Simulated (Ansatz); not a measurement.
# AlP (triplet): trial inputs and their diagnosis at distance Al1–P2 = 4.176 Å

4 inputs are run for AlP (triplet) as typed; the log has to tell whether the result can be used and what must change.

Computed with Ansatz 0.2.0, Gaussian basis. Level: the settings change from run to run.

19 further runs of the same task are left out: 1 for a known fault of the program, 11 that didn't finish, 7 set aside as unsound or not needed.

### 1 The system

The geometry derives from a PBE0/def2-TZVP stationary point (not a proven minimum). One bond is set to the value named and the two fragments are kept rigid.

2 atoms, charge 0, spin multiplicity 3.

Atoms are counted from 1 here; the program's logs count them from 0.

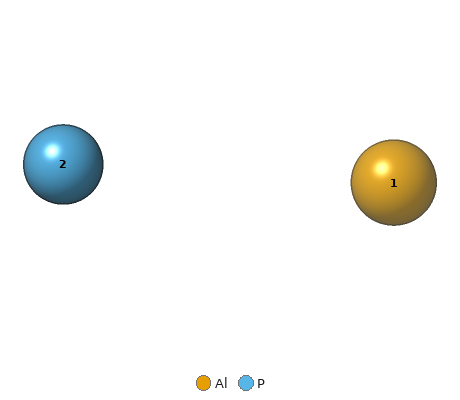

The geometry (aluminium amber, phosphorus blue); atoms are numbered from 1 in the order of the file.

### 2 Attempt 1

Input file in.yaml:

```yaml
crystal:
  periodic: [false, false, false]
  atoms:
    - {symbol: Al, position_ang: [0.000000, 0.000000, 0.000000]}
    - {symbol: P, position_ang: [0.000000, 0.000000, 4.176000]}
basis:
  gaussian: {orbitals: 6-31G, fitting: {mean_field: def2-universal-jkfit}}
magnetization: {spin_polarized: false, initial_magnetization: 2}
correlation: {method: sc_nevpt2, electrons: all, active_space: {window: {electrons: 4, orbitals: 3}}}
output: {forces: true}
```

Launch:

```
> ansatz run in.yaml --threads 1 --pin off --events-out ev --progress --plain --max-ram 2393MiB
```

Output:

```text
Functional definition: HF
  name "HF"
  cite "Fock, Z. Phys. 61, 126 (1930) doi:10.1007/BF01340294"
  parent pbe
  exchange = exact_x
  correlation = 0
256 factors; integrals over basis functions are off by at most 2.0e-3 eV
mean field evaluation 1: about -15849.0158 eV, gradient 9.8e0 eV
mean field evaluation 2: about -15831.4031 eV, gradient 4.0e1 eV
mean field evaluation 4: about -15849.8796 eV, gradient 3.4e0 eV
mean field evaluation 8: about -15850.3121 eV, gradient 4.0e-1 eV
mean field evaluation 16: about -15849.3657 eV, gradient 5.2e-2 eV
mean field evaluation 32: about -15849.0150 eV, gradient 3.0e0 eV
mean field evaluation 64: about -15850.2578 eV, gradient 9.8e-1 eV
mean field evaluation 96: about -15849.2240 eV, gradient 2.1e-1 eV
mean field evaluation 128: about -15849.5284 eV, gradient 8.9e-1 eV
mean field -15850.31892517 eV, -582.4884767678 hartree, gradient 2.4e-6 eV, S^2 2.000000; 17 other end points of the search recorded, 0 dependent functions left out
reference -15850.31892517 eV, -582.4884767678 hartree; 15, 13 occupied and 11, 13 virtual orbitals, 256 factors
state -15850.31892517 eV, -582.4884767678 hartree
state -15850.31892517 eV, -582.4884767678 hartree; corrected -15851.94520721 eV, -582.5482415307 hartree
state -15849.60376589 eV, -582.4621951491 hartree
state -15849.60376589 eV, -582.4621951491 hartree; corrected -15850.94624044 eV, -582.5115301791 hartree
state -15850.31892517 eV, -582.4884767678 hartree; corrected -15851.94520721 eV, -582.5482415307 hartree
WARN: 1 active orbitals are nearly empty or full. The corrections depend on them more than the energy does, and are more stable in an active space without them
the calculation of the forces begins
Error: an active orbital is full or empty, and SC-NEVPT2 has no forces then: leave it out of the active space
```

Run time: 3.1 s. Hardware: 1 thread of Arm Neoverse V1, shared host.

What is wrong: The run stopped with an error. It says: «an active orbital is full or empty, and SC-NEVPT2 has no forces then: leave it out of the active space». Cure: drop the forces, or choose an active space whose orbitals are all partly filled.

### 3 Attempt 2

Input file in.yaml:

```yaml
crystal:
  periodic: [false, false, false]
  atoms:
    - {symbol: Al, position_ang: [0.000000, 0.000000, 0.000000]}
    - {symbol: P, position_ang: [0.000000, 0.000000, 4.176000]}
basis:
  gaussian: {orbitals: 6-31G}
magnetization: {spin_polarized: false, initial_magnetization: 2}
correlation: {active_space: {window: {electrons: 4, orbitals: 4}, states: [{multiplicity: 3, weights: [1, 1]}], root: 2}}
scf: {omitted_lower_state_checks: [cluster_reference]}
```

Launched as before.

Output:

```text
Error: the active space averages no state 2, counted from zero
```

Wall time 0.03 s (1 thread of Arm Neoverse V1, shared host).

**Diagnosis.** The run was refused. The root asked for lies beyond the states averaged. Cure: average more states or name a lower root.

### 4 Attempt 3

Input file in.yaml:

```yaml
crystal:
  periodic: [false, false, false]
  atoms:
    - {symbol: Al, position_ang: [0.050000, 0.000000, 4.176000]}
    - {symbol: P, position_ang: [0.000000, 0.000000, 4.176000]}
basis:
  gaussian: {orbitals: STO-3G, point_charges: [{charge: -0.50, position_ang: [3.288, 0.989, 0.031]}]}
magnetization: {spin_polarized: true, initial_magnetization: 2}
hamiltonian: {xc: hf}
output: {orbitals: {seedname: orbitals}}
```

Same command.

Output:

```text
Functional definition: HF
  name "HF"
  cite "Fock, Z. Phys. 61, 126 (1930) doi:10.1007/BF01340294"
  parent pbe
  exchange = exact_x
  correlation = 0
198 factors; integrals over basis functions are off by at most 4.0e-5 eV
mean field evaluation 1: about 26529.0821 eV, gradient 2.6e2 eV
mean field evaluation 2: about 26526.7694 eV, gradient 2.6e2 eV
mean field evaluation 4: about 26411.5507 eV, gradient 1.0e1 eV
mean field evaluation 8: about 26411.0927 eV, gradient 7.5e-4 eV
mean field evaluation 16: about 26411.1208 eV, gradient 5.8e-2 eV
mean field evaluation 32: about 26411.1504 eV, gradient 2.1e-2 eV
mean field evaluation 64: about 26492.8577 eV, gradient 2.2e2 eV
mean field evaluation 96: about 26411.1504 eV, gradient 1.7e-2 eV
mean field evaluation 128: about 26421.7927 eV, gradient 8.4e1 eV
mean field evaluation 160: about 26455.8981 eV, gradient 8.5e1 eV
a density is far from that of the atoms, so the factors are made again for it
227 factors; integrals over basis functions are off by at most 2.0e-6 eV
mean field 26411.09720185 eV, 970.5899200834 hartree, gradient 3.2e-6 eV, S^2 2.001437; 0 other end points of the search recorded, 0 dependent functions left out
reference 26411.09720185 eV, 970.5899200834 hartree; 15, 13 occupied and 3, 5 virtual orbitals, 227 factors
Total energy: 26411.09720185 eV, 970.5899200834 hartree
```

It took 0.33 s on 1 thread of Arm Neoverse V1, shared host.

Diagnosis: The run converged, which proves nothing about the input. One atom lies on top of another. The shortest distance is 0.05 Å, against 4.18 Å in the geometry of step 1. Its energy belongs to another geometry. To mend it, restore its position.

### 5 Attempt 4

Input file in.yaml:

```yaml
crystal:
  periodic: [false, false, false]
  atoms:
    - {symbol: Al, position_ang: [0.000000, 0.000000, 0.000000]}
    - {symbol: P, position_ang: [0.000000, 0.000000, 4.176000]}
basis:
  gaussian: {orbitals: STO-3G}
magnetization: {spin_polarized: false, initial_magnetization: 2}
correlation: {method: fic_mrcisd_q, electrons: valence, active_space: {window: {electrons: 4, orbitals: 4}, states: [{multiplicity: 3, weights: [1, 1]}], root: 5}}
```

The command is unchanged.

Output:

```text
Error: the active space averages no state 5, counted from zero
```

It took 0.03 s on 1 thread of Arm Neoverse V1, shared host.

**Diagnosis.** The run was refused. The root asked for lies beyond the states averaged. Fix: average more states or name a lower root.

### 6 Summary

```
attempt                 level                ended                                                                                                   cause    time
      1     NEVPT2(4,3)/6-31G  stopped by an error  an active orbital is full or empty, and SC-NEVPT2 has no forces then: leave it out of the active space   3.1 s
      2     CASSCF(4,4)/6-31G              refused                                                      the root asked for lies beyond the states averaged  0.03 s
      3             HF/STO-3G            converged                                                                         one atom lies on top of another  0.33 s
      4  MRCISD+Q(4,4)/STO-3G              refused                                                      the root asked for lies beyond the states averaged  0.03 s
```

1 stopped by an error, 2 refused, 1 converged. The input that converges on a wrong geometry or spin is the dangerous one: no error points at it, so geometry and ⟨S²⟩ have to be checked.
